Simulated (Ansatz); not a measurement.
ClH₃Si₂

```json
{"atom": "Cl", "x (Å)": "2.0357", "y (Å)": "1.6295", "z (Å)": "-0.3940"}
{"atom": "Si", "x (Å)": "-0.8448", "y (Å)": "-0.6522", "z (Å)": "-0.6879"}
{"atom": "Si", "x (Å)": "0.2745", "y (Å)": "0.8837", "z (Å)": "0.3785"}
{"atom": "H", "x (Å)": "0.3772", "y (Å)": "0.8819", "z (Å)": "1.8656"}
{"atom": "H", "x (Å)": "-0.9143", "y (Å)": "-0.4827", "z (Å)": "-2.1690"}
{"atom": "H", "x (Å)": "-2.1934", "y (Å)": "-0.8680", "z (Å)": "-0.0801"}
```

Geometry: PBE0-D3(BJ)/def2-SVP.

These are results of Ansatz, isolated molecule in a Gaussian basis; Kohn-Sham density functional theory, functional PBE0, not measurements.

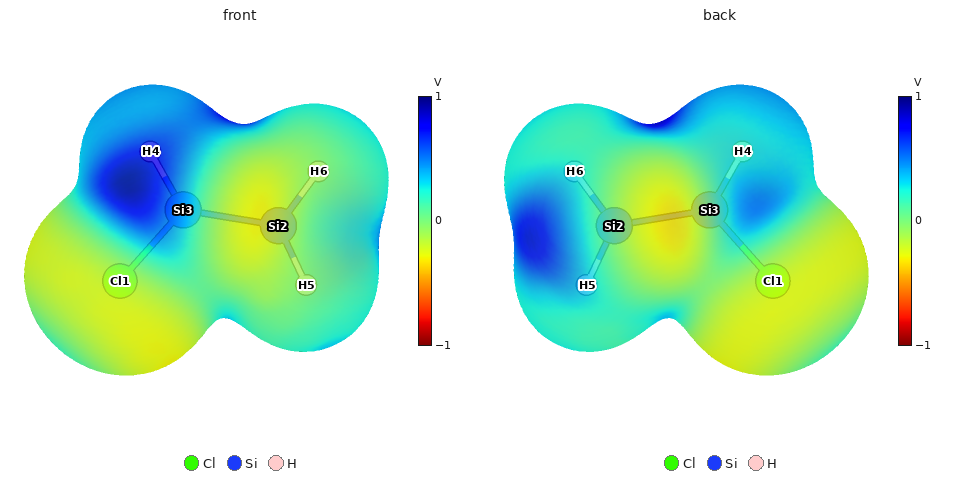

Figure 1. The molecular electrostatic potential painted on the density surface at 0.001 e/bohr³, seen from the front and from behind; the colour scale runs from red (negative) to blue (positive).

Question: Where is the surface potential most negative and most positive?

Answer: The most negative region (about −0.3 V) lies over Cl1, the most positive (about +0.9 V) over Si3.

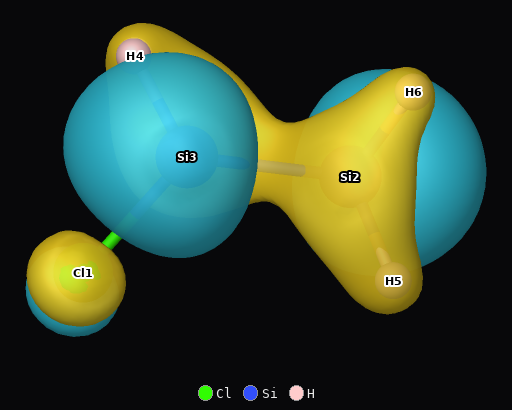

Figure 2. The LUMO at ±0.1 Å⁻³ᐟ² (yellow and cyan are the two phases), seen across its widest extent.

Question: What is the character of this orbital?

Answer: It lies mainly on Si3 (about 40 %), Si2 (about 40 %) and Cl1 (about 5 %). Its energy is −2.50 eV.

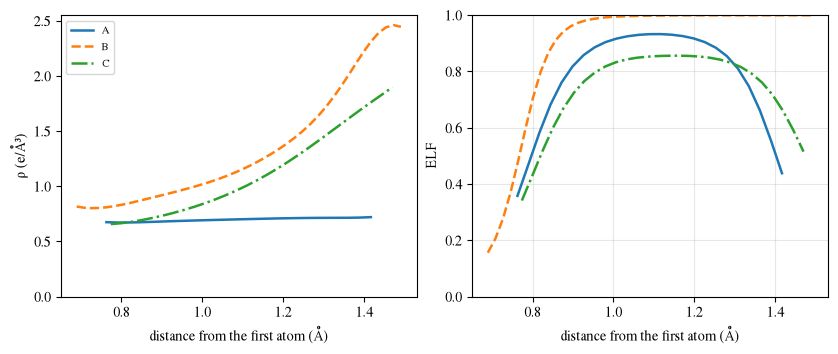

Figure 3. Electron density and electron localisation function along straight lines between neighbouring atoms. The curves leave out the atomic cores.

Question: Which curve belongs to which contact (Si–Cl, Si–H and Si–Si)? The first atom named is at distance zero.

Answer: Curve A: Si–Si (2.18 Å): ρ at the midpoint is about 0.7 e/Å³; the ELF peaks at about 0.95 between the atoms: a covalent bond. Curve B: Si–H (1.49 Å): ρ is about 0.8 e/Å³ halfway; the ELF climbs to about 1 towards the hydrogen, as it does in any bond to H. Curve C: Si–Cl (2.06 Å): ρ is about 0.88 e/Å³ halfway; the ELF peaks at about 0.85 between the atoms (a polar covalent bond).

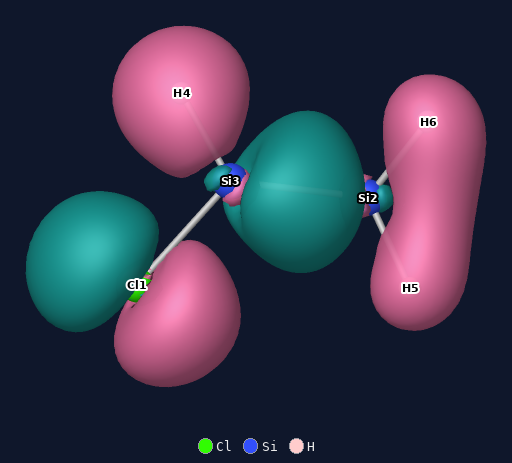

Figure 4. The HOMO−1 at ±0.08 Å⁻³ᐟ² (teal and pink are the two phases), seen across its widest extent.

Question: Where does this orbital lie, and at what energy?

Answer: By Hirshfeld shares it lies mainly on Cl1 (about 40 %), Si3 (about 20 %), Si2 (about 20 %) and H4 (about 10 %). Its energy is −8.94 eV.
